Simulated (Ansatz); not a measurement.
# Si$_{2}$H$_{9}$O$_{2}$F: geometry relaxation (part 2 of 3)

Continued. System: Si$_{2}$H$_{9}$O$_{2}$F. Method: RKS PBE0-D4/def2-TZVP (Ansatz 0.2.0). The geometry is a transition state displaced along its imaginary mode. The reaction was set up to form Si1–F8, H7–O10 and H2–H9 and to break Si1–H2, H7–F8 and H9–O10 (atoms counted from 1 in the order of the input); sticks are drawn by distance alone.

Geometry of the input (Å):
```
Si 0.3249  0.7027  0.8802
H  0.2262  -0.8958  -0.0286
O  0.3508  1.2212  -0.7544
Si -0.5544  1.4077  -2.1051
H  1.7035  1.1337  1.1572
H  -0.9825  1.3195  1.1931
H  0.1779  -1.9814  2.0143
F  0.2731  -0.1785  2.1674
H  0.1011  -1.3917  0.3397
O  0.0556  -2.5954  1.3902
H  -1.8440  2.0874  -1.8135
H  0.1692  2.2010  -3.1361
H  -0.8534  0.0654  -2.6714
H  0.8521  -3.0958  1.3668
```

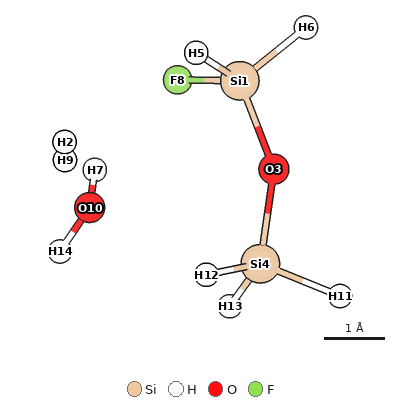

Figure 1. The geometry at step 88 of the log (ball-and-stick view, seen at a tilt; atoms are numbered from 1 in the order of the input).

## Output, continued
```
relax step  69: F+E_penalty+E_count = -22706.19894407 eV  Δ(F+E_penalty+E_count) = -6.302e-3 eV  max|allowed force component| = 2.288e-1 eV/Å  Δτ_max = 0.1447 Å  (30 SCF iters, accepted)
relax step  70: F+E_penalty+E_count = -22706.19429307 eV  Δ(F+E_penalty+E_count) = +4.651e-3 eV  max|allowed force component| = 9.229e-1 eV/Å  Δτ_max = 0.1952 Å  (28 SCF iters, rejected (line search))
relax step  71: F+E_penalty+E_count = -22706.20405304 eV  Δ(F+E_penalty+E_count) = -5.109e-3 eV  max|allowed force component| = 1.185e-1 eV/Å  Δτ_max = 0.0976 Å  (30 SCF iters, accepted)
relax step  72: F+E_penalty+E_count = -22706.20724539 eV  Δ(F+E_penalty+E_count) = -3.192e-3 eV  max|allowed force component| = 2.987e-1 eV/Å  Δτ_max = 0.0969 Å  (30 SCF iters, accepted)
relax step  73: F+E_penalty+E_count = -22706.20323469 eV  Δ(F+E_penalty+E_count) = +4.011e-3 eV  max|allowed force component| = 8.205e-1 eV/Å  Δτ_max = 0.1474 Å  (29 SCF iters, rejected (line search))
relax step  74: F+E_penalty+E_count = -22706.21067908 eV  Δ(F+E_penalty+E_count) = -3.434e-3 eV  max|allowed force component| = 8.617e-2 eV/Å  Δτ_max = 0.0737 Å  (30 SCF iters, accepted)
relax step  75: F+E_penalty+E_count = -22706.21257250 eV  Δ(F+E_penalty+E_count) = -1.893e-3 eV  max|allowed force component| = 1.545e-1 eV/Å  Δτ_max = 0.0729 Å  (30 SCF iters, accepted)
relax step  76: F+E_penalty+E_count = -22706.21326702 eV  Δ(F+E_penalty+E_count) = -6.945e-4 eV  max|allowed force component| = 3.716e-1 eV/Å  Δτ_max = 0.1097 Å  (29 SCF iters, accepted)
relax step  77: F+E_penalty+E_count = -22706.21431334 eV  Δ(F+E_penalty+E_count) = -1.046e-3 eV  max|allowed force component| = 2.667e-1 eV/Å  Δτ_max = 0.0199 Å  (31 SCF iters, accepted)
relax step  78: F+E_penalty+E_count = -22706.21588910 eV  Δ(F+E_penalty+E_count) = -1.576e-3 eV  max|allowed force component| = 8.491e-2 eV/Å  Δτ_max = 0.0629 Å  (30 SCF iters, accepted)
relax step  79: F+E_penalty+E_count = -22706.21618807 eV  Δ(F+E_penalty+E_count) = -2.990e-4 eV  max|allowed force component| = 1.159e-1 eV/Å  Δτ_max = 0.0638 Å  (30 SCF iters, accepted)
relax step  80: F+E_penalty+E_count = -22706.21667516 eV  Δ(F+E_penalty+E_count) = -4.871e-4 eV  max|allowed force component| = 1.515e-1 eV/Å  Δτ_max = 0.0396 Å  (30 SCF iters, accepted)
relax step  81: F+E_penalty+E_count = -22706.21710112 eV  Δ(F+E_penalty+E_count) = -4.260e-4 eV  max|allowed force component| = 8.917e-2 eV/Å  Δτ_max = 0.0255 Å  (30 SCF iters, accepted)
relax step  82: F+E_penalty+E_count = -22706.21761678 eV  Δ(F+E_penalty+E_count) = -5.157e-4 eV  max|allowed force component| = 8.743e-2 eV/Å  Δτ_max = 0.0464 Å  (30 SCF iters, accepted)
relax step  83: F+E_penalty+E_count = -22706.21806380 eV  Δ(F+E_penalty+E_count) = -4.470e-4 eV  max|allowed force component| = 4.512e-2 eV/Å  Δτ_max = 0.0258 Å  (31 SCF iters, accepted)
relax step  84: F+E_penalty+E_count = -22706.21885104 eV  Δ(F+E_penalty+E_count) = -7.872e-4 eV  max|allowed force component| = 1.105e-1 eV/Å  Δτ_max = 0.0483 Å  (30 SCF iters, accepted)
relax step  85: F+E_penalty+E_count = -22706.21958150 eV  Δ(F+E_penalty+E_count) = -7.305e-4 eV  max|allowed force component| = 8.966e-2 eV/Å  Δτ_max = 0.0250 Å  (31 SCF iters, accepted)
relax step  86: F+E_penalty+E_count = -22706.22171030 eV  Δ(F+E_penalty+E_count) = -2.129e-3 eV  max|allowed force component| = 1.432e-1 eV/Å  Δτ_max = 0.0925 Å  (30 SCF iters, accepted)
relax step  87: F+E_penalty+E_count = -22706.22396961 eV  Δ(F+E_penalty+E_count) = -2.259e-3 eV  max|allowed force component| = 1.033e-1 eV/Å  Δτ_max = 0.0522 Å  (30 SCF iters, accepted)
relax step  88: F+E_penalty+E_count = -22706.22716585 eV  Δ(F+E_penalty+E_count) = -3.196e-3 eV  max|allowed force component| = 2.463e-1 eV/Å  Δτ_max = 0.1866 Å  (29 SCF iters, accepted)
relax step  89: F+E_penalty+E_count = -22706.22854144 eV  Δ(F+E_penalty+E_count) = -1.376e-3 eV  max|allowed force component| = 2.668e-1 eV/Å  Δτ_max = 0.0681 Å  (30 SCF iters, accepted)
relax step  90: F+E_penalty+E_count = -22706.23096350 eV  Δ(F+E_penalty+E_count) = -2.422e-3 eV  max|allowed force component| = 1.020e-1 eV/Å  Δτ_max = 0.0248 Å  (31 SCF iters, accepted)
relax step  91: F+E_penalty+E_count = -22706.23418426 eV  Δ(F+E_penalty+E_count) = -3.221e-3 eV  max|allowed force component| = 5.110e-2 eV/Å  Δτ_max = 0.0652 Å  (31 SCF iters, accepted)
relax step  92: F+E_penalty+E_count = -22706.23490040 eV  Δ(F+E_penalty+E_count) = -7.161e-4 eV  max|allowed force component| = 3.658e-2 eV/Å  Δτ_max = 0.0367 Å  (31 SCF iters, accepted)
relax step  93: F+E_penalty+E_count = -22706.23512219 eV  Δ(F+E_penalty+E_count) = -2.218e-4 eV  max|allowed force component| = 6.967e-2 eV/Å  Δτ_max = 0.0420 Å  (30 SCF iters, accepted)
relax step  94: F+E_penalty+E_count = -22706.23525149 eV  Δ(F+E_penalty+E_count) = -1.293e-4 eV  max|allowed force component| = 3.389e-2 eV/Å  Δτ_max = 0.0114 Å  (32 SCF iters, accepted)
relax step  95: F+E_penalty+E_count = -22706.23533960 eV  Δ(F+E_penalty+E_count) = -8.810e-5 eV  max|allowed force component| = 1.601e-2 eV/Å  Δτ_max = 0.0109 Å  (32 SCF iters, accepted)
relax step  96: F+E_penalty+E_count = -22706.23536782 eV  Δ(F+E_penalty+E_count) = -2.822e-5 eV  max|allowed force component| = 1.271e-2 eV/Å  Δτ_max = 0.0193 Å  (31 SCF iters, accepted)
relax step  97: F+E_penalty+E_count = -22706.23539916 eV  Δ(F+E_penalty+E_count) = -3.134e-5 eV  max|allowed force component| = 1.058e-2 eV/Å  Δτ_max = 0.0055 Å  (32 SCF iters, accepted)
relax step  98: F+E_penalty+E_count = -22706.23541307 eV  Δ(F+E_penalty+E_count) = -1.392e-5 eV  max|allowed force component| = 7.059e-3 eV/Å  Δτ_max = 0.0033 Å  (24 SCF iters, accepted)
relax step  99: F+E_penalty+E_count = -22706.23542860 eV  Δ(F+E_penalty+E_count) = -1.552e-5 eV  max|allowed force component| = 5.018e-3 eV/Å  Δτ_max = 0.0068 Å  (32 SCF iters, accepted)
relax step 100: F+E_penalty+E_count = -22706.23543855 eV  Δ(F+E_penalty+E_count) = -9.951e-6 eV  max|allowed force component| = 5.822e-3 eV/Å  Δτ_max = 0.0053 Å  (32 SCF iters, accepted)
these checks for a lower state are left out or cut short: starts, cluster_reference, orbital_swaps, neighbouring_geometries, increment
1390 factors; their error is unknown
mean field -22706.00432422 eV, -834.4302682326 hartree, gradient 7.7e-6 eV, S^2 0.000000; 0 other end points of the search recorded, 0 dependent functions left out
the calculation of the forces begins
reference -22706.00436325 eV, -834.4302696668 hartree; 31, 31 occupied and 190, 190 virtual orbitals, 1390 factors
relax step 101: F+E_penalty+E_count = -22706.23544187 eV  Δ(F+E_penalty+E_count) = -3.323e-6 eV  max|allowed force component| = 4.454e-3 eV/Å  Δτ_max = 0.0024 Å  (24 SCF iters, accepted)
```

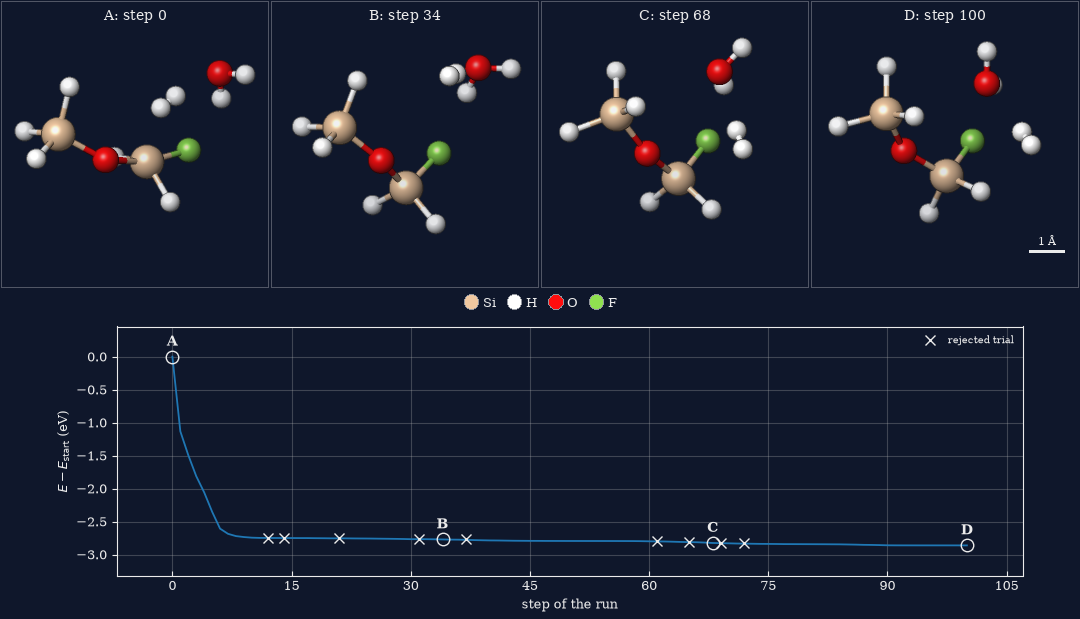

Figure 2. Frames of the relaxation (ball-and-stick view, seen at a tilt) above the curves, on which the letters mark them (the first geometry is step 0 here and step 1 in the log).

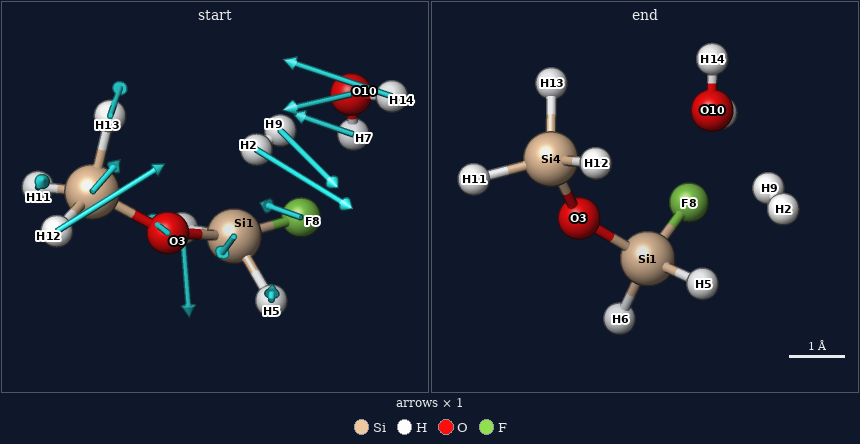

Figure 3. Before (left) and after (right) the relaxation, at one scale (ball-and-stick view, seen at a tilt). The teal arrows give the displacements, at true length. After 100 geometry steps the energy has fallen by 2.861 eV. Largest force component: 5.9 eV/Å at the start, 0.0045 eV/Å at the end. The line search rejected the trial steps at points 12, 14, 21, 31, 37, 61, 65, 69 and more (counted from 0) and went back. H2 moves most after the best rigid fit: 2.97 Å. By element the largest moves are H 2.97 Å, O 1.44 Å, F 1.12 Å, Si 0.97 Å. Among the contacts that change: H2–H9 0.630 → 0.748 Å, Si1–O3 1.715 → 1.612 Å, H7–O10 0.884 → 0.962 Å, Si1–F8 1.561 → 1.607 Å. Among the angles that change: O3–Si1–F8 163.2° → 109.8°, H5–Si1–H6 131.8° → 113.2°, O3–Si1–H5 94.4° → 111.9°. (Atoms are counted from 1 in the order of the input.)

```
1390 factors; their error is unknown
mean field -22706.00432422 eV, -834.4302682326 hartree, gradient 1.3e-5 eV, S^2 0.000000; 1 other end points of the search recorded, 0 dependent functions left out
the calculation of the forces begins
reference -22706.00436325 eV, -834.4302696668 hartree; 31, 31 occupied and 190, 190 virtual orbitals, 1390 factors
Total energy: -22706.23548089 eV, -834.4387630837 hartree
Atom 0 at     0.462935     1.380501     1.221030 Å, force     0.001896     0.001811    -0.001140 eV/Å
Atom 1 at     2.751538    -1.723624    -1.167730 Å, force    -0.003385     0.000339     0.002157 eV/Å
Atom 2 at    -0.617405     1.445123     0.026614 Å, force     0.000810     0.002183     0.003011 eV/Å
Atom 3 at    -1.294256     0.691705    -1.268388 Å, force    -0.000110    -0.002163    -0.004262 eV/Å
Atom 4 at     1.764661     0.857637     0.758538 Å, force    -0.000918     0.000513     0.000125 eV/Å
Atom 5 at     0.560238     2.717754     1.840707 Å, force    -0.000125    -0.001525    -0.000551 eV/Å
Atom 6 at    -0.323674    -1.499613     1.366609 Å, force    -0.001141     0.000008     0.003283 eV/Å
Atom 7 at    -0.058015     0.389258     2.373261 Å, force    -0.000291    -0.001010     0.002354 eV/Å
Atom 8 at     2.120937    -1.696250    -0.766052 Å, force     0.003334    -0.000247    -0.002102 eV/Å
Atom 9 at    -0.142114    -1.656175     0.434892 Å, force     0.000599    -0.001112    -0.004454 eV/Å
Atom 10 at    -1.867451     1.764174    -2.120878 Å, force    -0.000650    -0.000444     0.000447 eV/Å
Atom 11 at    -0.281439    -0.059032    -2.047268 Å, force    -0.000647    -0.000089     0.000685 eV/Å
Atom 12 at    -2.392550    -0.204752    -0.832912 Å, force     0.000184     0.000868    -0.000568 eV/Å
Atom 13 at    -0.683505    -2.406705     0.181576 Å, force     0.000446     0.000869     0.001014 eV/Å
Dipole moment:    -0.147683    -0.215748     0.021945 e Å
```

## Trajectory as extended XYZ (Å, eV, eV/Å), 16 of the 101 frames kept, from step=1 to step=101
```
14
Properties=species:S:1:pos:R:3:forces:R:3 step=1 energy=-22703.37444
Si    0.3249    0.7027    0.8802   -0.0972   3.3896  -2.6586
H     0.2262   -0.8958   -0.0286    1.4008   5.9352  -5.0285
O     0.3508    1.2212   -0.7544    0.0659  -0.7430   0.5320
Si   -0.5544    1.4077   -2.1051    0.0008  -0.1567   0.1178
H     1.7035    1.1337    1.1572    0.1832   0.2022  -0.1254
H    -0.9825    1.3195    1.1931   -0.0834   0.2332  -0.0406
H     0.1779   -1.9814    2.0143    0.5447   3.6746   4.0627
F     0.2731   -0.1785    2.1674   -0.0785  -2.2241   2.3360
H     0.1011   -1.3917    0.3397   -1.3468  -5.2631   3.8379
O     0.0556   -2.5954    1.3902   -1.4402  -4.2145  -3.0792
H    -1.8440    2.0874   -1.8135   -0.0153   0.0229   0.0535
H     0.1692    2.2010   -3.1361    0.0728  -0.0233   0.1533
H    -0.8534    0.0654   -2.6714   -0.0310  -0.0403  -0.0573
H     0.8521   -3.0958    1.3668    0.8242  -0.7928  -0.1037
14
Properties=species:S:1:pos:R:3:forces:R:3 step=8 energy=-22706.06005
Si    0.3524    1.3788    1.0120    0.0413  -0.1682  -0.0678
H     0.2008   -1.4889   -0.9852    0.0223  -0.0929   0.0387
O     0.2887    1.3034   -0.6036    0.0177  -0.0809   0.3200
Si   -0.5978    1.3648   -1.9847    0.0778   0.4740   0.0550
H     1.7054    1.8064    1.4184   -0.0041   0.0037  -0.0188
H    -0.7262    2.2347    1.5348   -0.0726   0.0920   0.0208
H     0.0136   -2.2329    2.0139   -0.0469  -0.8521  -0.3353
F     0.1200   -0.0650    1.6813    0.0405   0.1533  -0.1507
H     0.1665   -1.9416   -0.3883   -0.0086  -0.0029  -0.1039
O     0.0454   -3.1653    1.7098    0.1976   0.9052   0.3833
H    -1.8789    2.0698   -1.7168    0.0111  -0.0048  -0.0146
H     0.1957    2.1132   -2.9931   -0.0493  -0.0169   0.0295
H    -0.8658    0.0133   -2.4658   -0.0744  -0.3818  -0.1305
H     0.9801   -3.3906    1.7672   -0.1524  -0.0278  -0.0256
14
Properties=species:S:1:pos:R:3:forces:R:3 step=14 energy=-22706.12335
Si    0.3538    1.4259    1.0554   -0.0034  -0.0154  -0.0230
H     0.4232   -2.0619   -1.3354    0.0012  -0.0037  -0.0069
O     0.2423    1.3646   -0.5506    0.0094   0.0050   0.0273
Si   -0.6375    1.4590   -1.9345   -0.0064  -0.0308  -0.0086
H     1.7298    1.7986    1.4352    0.0001   0.0036   0.0037
H    -0.6821    2.3140    1.6253    0.0031   0.0015   0.0032
H    -0.0566   -2.0736    1.8986   -0.0156   0.0064  -0.0056
F     0.0886   -0.0340    1.6621    0.0017   0.0150   0.0056
H     0.2658   -2.4075   -0.6910    0.0020  -0.0027   0.0112
O     0.0064   -3.0328    1.8663    0.0150   0.0055  -0.0074
H    -1.9319    2.1324   -1.6561    0.0020   0.0039  -0.0020
H     0.1405    2.2448   -2.9212   -0.0046   0.0075  -0.0002
H    -0.8804    0.0915   -2.4518   -0.0010   0.0143   0.0015
H     0.9379   -3.2210    1.9978   -0.0035  -0.0102   0.0012
14
Properties=species:S:1:pos:R:3:forces:R:3 step=21 energy=-22706.12848
Si    0.3798    1.4906    1.1061   -0.0088  -0.0039  -0.0075
H     0.5428   -2.2518   -1.4998    0.0051  -0.0108   0.0160
O     0.2378    1.3467   -0.4916    0.0027  -0.0010   0.0170
Si   -0.6640    1.3988   -1.8647   -0.0009  -0.0075  -0.0013
H     1.7695    1.8534    1.4445   -0.0025  -0.0036  -0.0007
H    -0.6263    2.4299    1.6482    0.0067  -0.0036  -0.0048
H    -0.1034   -1.9725    1.7753   -0.0001  -0.0355  -0.0031
F     0.0930    0.0712    1.7957    0.0036   0.0096  -0.0042
H     0.4100   -2.5177   -0.8120   -0.0038   0.0105  -0.0145
O    -0.0561   -2.9274    1.6624    0.0791   0.0185   0.0288
H    -1.9592    2.0692   -1.5816    0.0012   0.0013  -0.0002
H     0.0898    2.1708   -2.8813   -0.0035  -0.0001   0.0036
H    -0.9026    0.0186   -2.3459    0.0005   0.0028   0.0038
H     0.7887   -3.1800    2.0446   -0.0792   0.0234  -0.0330
14
Properties=species:S:1:pos:R:3:forces:R:3 step=28 energy=-22706.13493
Si    0.4044    1.5310    1.1599    0.0041   0.0298   0.0441
H     0.7904   -2.3838   -1.6521    0.0014  -0.0066   0.0162
O     0.2211    1.3014   -0.4215   -0.0010  -0.0229  -0.0194
Si   -0.7094    1.3013   -1.7769   -0.0089   0.0042  -0.0024
H     1.8223    1.8159    1.4537   -0.0065  -0.0033  -0.0010
H    -0.5245    2.5692    1.6582    0.0099  -0.0068  -0.0025
H    -0.1500   -1.8232    1.6844    0.0139  -0.0085   0.0161
F     0.0343    0.1820    1.9463   -0.0008   0.0031  -0.0173
H     0.5745   -2.5371   -0.9508    0.0021   0.0068  -0.0158
O    -0.1186   -2.7551    1.4476   -0.0097  -0.0124  -0.0266
H    -1.9836    2.0141   -1.4997    0.0040  -0.0034  -0.0018
H     0.0361    2.0083   -2.8458   -0.0019  -0.0052   0.0031
H    -0.9857   -0.0957   -2.1811   -0.0008   0.0009   0.0039
H     0.5886   -3.1282    1.9777   -0.0060   0.0240   0.0035
```
